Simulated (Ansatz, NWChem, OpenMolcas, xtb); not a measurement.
**A ladder of methods for CBr2Cl2 (dibromodichloromethane)**

The species is CBr2Cl2 (5 atoms), meant as a singlet with charge 0. SMILES: `ClC(Cl)(Br)Br`. The shape is that of a PBE0-D4/def2-TZVP optimisation.

```jsonl
{"atom": "Cl", "x (Å)": "0.5759", "y (Å)": "-0.9319", "z (Å)": "1.4117"}
{"atom": "C", "x (Å)": "-0.0096", "y (Å)": "-0.0148", "z (Å)": "0.0343"}
{"atom": "Cl", "x (Å)": "-1.4369", "y (Å)": "0.9001", "z (Å)": "0.4889"}
{"atom": "Br", "x (Å)": "-0.4549", "y (Å)": "-1.2316", "z (Å)": "-1.4100"}
{"atom": "Br", "x (Å)": "1.3754", "y (Å)": "1.2045", "z (Å)": "-0.5662"}
```

Each level gives the atomisation enthalpy at 298 K (kJ/mol). The values are calculated. The thermal term (zero-point and 298 K enthalpy, harmonic and unscaled) is that of PBE0-D4/def2-TZVP; the spin-orbit lowering of the free atoms at 298 K, 36.3 kJ/mol by their spectra, is taken off.

Measured value to compare with: Active Thermochemical Tables gives the atomisation enthalpy at 298 K of the gas as 1180 kJ/mol.

| level | kind | program | value (kJ/mol) | computed − measured | CPU time (all runs) |
| --- | --- | --- | --- | --- | --- |
| GFN1-xTB | semi-empirical | xtb | 1654 | +474 | under 2 s |
| HF/6-31G* (spherical functions) | Hartree–Fock | NWChem | 571 | -609 | 97 s |
| SVWN5/6-31G* (spherical functions) | LDA | OpenMolcas | 1493 | +313 | 63 s |
| PBE/6-31G* (spherical functions) | GGA | OpenMolcas | 1223 | +43 | 72 s |
| M06-L/6-31G* (spherical functions) | meta-GGA | NWChem | 1143 | -37 | 58 s |
| PBE0/6-31G* (spherical functions) | global hybrid | NWChem | 1152 | -28 | 44 s |
| wB97X/6-31G* (spherical functions) | range-separated hybrid | NWChem | 1112 | -68 | 6 min |
| B2PLYP/6-31G* (spherical functions) | double hybrid | NWChem | 1065 | -115 | 98 s |
| MP2/6-31G* (spherical functions) | perturbation theory | NWChem | 1076 | -104 | 2.4 min |

Nearest: PBE0/6-31G* (spherical functions) (-28 kJ/mol); farthest: HF/6-31G* (spherical functions) (-609 kJ/mol). Computed less measured by kind, in kJ/mol (6-31G* rows): semi-empirical +474; Hartree–Fock -609; LDA +313; GGA +43; meta-GGA -37; global hybrid -28; range-separated hybrid -68; double hybrid -115; perturbation theory -104. Wave-function methods converge slowly with the basis and bind too weakly in sets of this size; that is part of their error here. All-electron rows without a relativistic Hamiltonian named are non-relativistic. The xTB rows lack spin polarisation, so open shells miss the exchange term that lowers them. In the correlated wave-function rows the outer d shell of Br is correlated, in sets not made for it. Times are those of the runs behind each value, whatever else they computed, on shared processors of several kinds: orders of magnitude only.

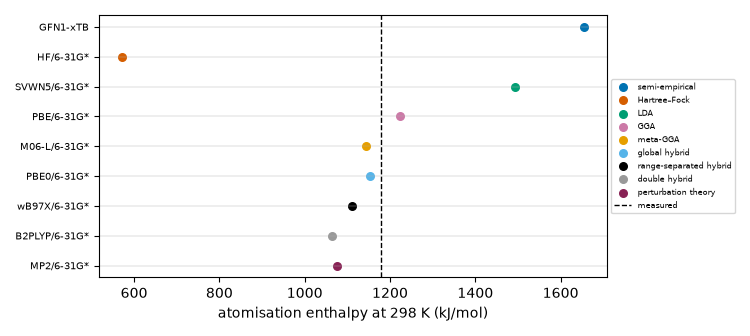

The values of the table, level by level.
